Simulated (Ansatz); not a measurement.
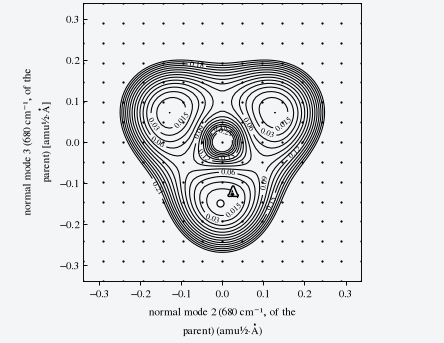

BrH₃Si, charge +1, spin multiplicity 2. The first coordinate is: normal mode 2 (680 cm⁻¹, of the parent); the second: normal mode 3 (680 cm⁻¹, of the parent). Nothing is relaxed (straight displacements along the two mass-weighted modes). The scan uses a 15 × 15 grid; 120 points were computed and 105 follow by symmetry. Points are written as (first, second). All energies are given in kcal/mol relative to the lowest grid point. Near the degeneracy a single determinant is a rough description. Theory: Ansatz 0.2.0, UHF/def2-TZVP.

Drawn: contour lines labelled in kcal/mol (none above 0.21), dots at the grid points, the point A. Between grid points the surface is interpolated.

Find the lowest pass out of the well at A.

Answer. The easiest path leads from the well at (0.000 amu½·Å, −0.145 amu½·Å) to a well of about the same depth at about (−0.13 amu½·Å, 0.07 amu½·Å). Its highest point lies about 0.082 kcal/mol above the bottom of the first well on the interpolated surface, at (−0.097 amu½·Å, −0.048 amu½·Å). This is the barrier on the constrained surface; relaxing the other coordinates would change it.

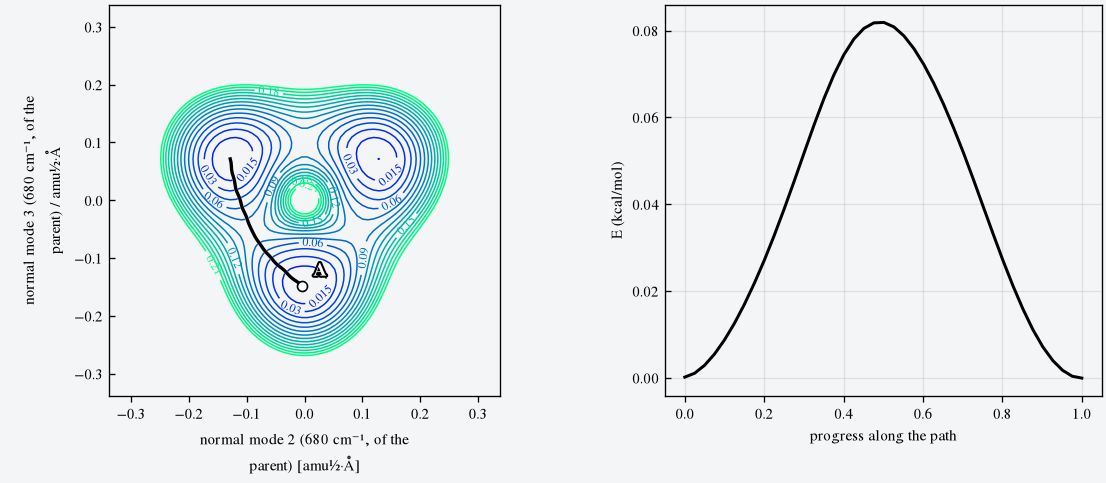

The picture shows contour lines labelled in kcal/mol (none above 0.21), a line along the lowest path, the energy along the path at the right. Between grid points the surface is interpolated.
